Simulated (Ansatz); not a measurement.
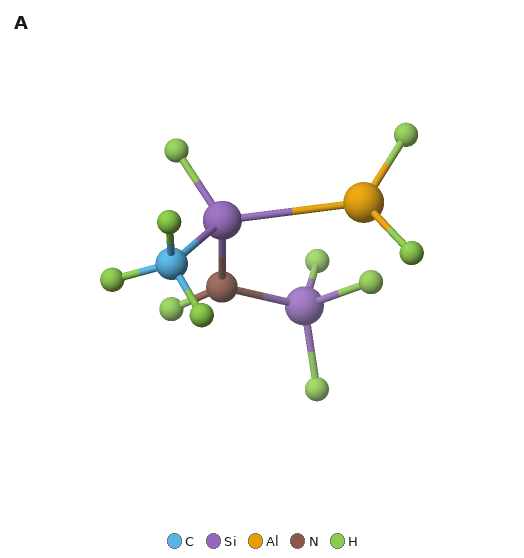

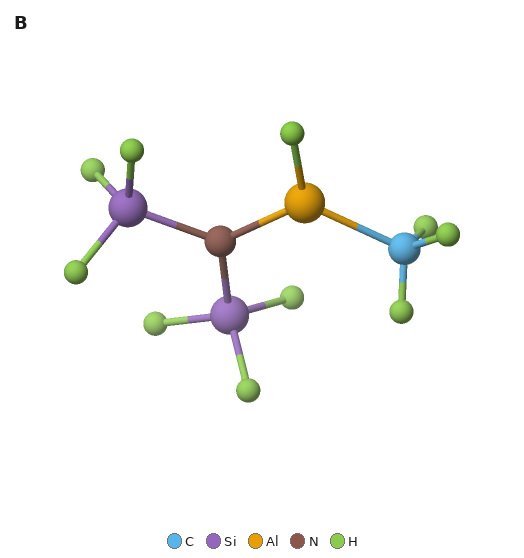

2 stationary structures of one formula. Geometries: PBE0-D4/def2-TZVP. Electronic energies: CCSD(T)/CBS (MP2 limit from def2-TZVPP and def2-QZVPP plus CCSD(T) − MP2) (Ansatz 0.2.0), without zero-point energy. No frequency run is at hand to confirm each as a minimum. Each is one conformer, not always the lowest.

**Are they conformers, stereoisomers or constitutional isomers?**

They are constitutional isomers of CH10AlNSi2: A `C[Si@@H]([AlH2])N[SiH3]`, B `[CH3][AlH][N]([SiH3])[SiH3]`.

**Which is lowest in energy, and by how much?**

B is lowest; A lies 103.6 kJ/mol above it.
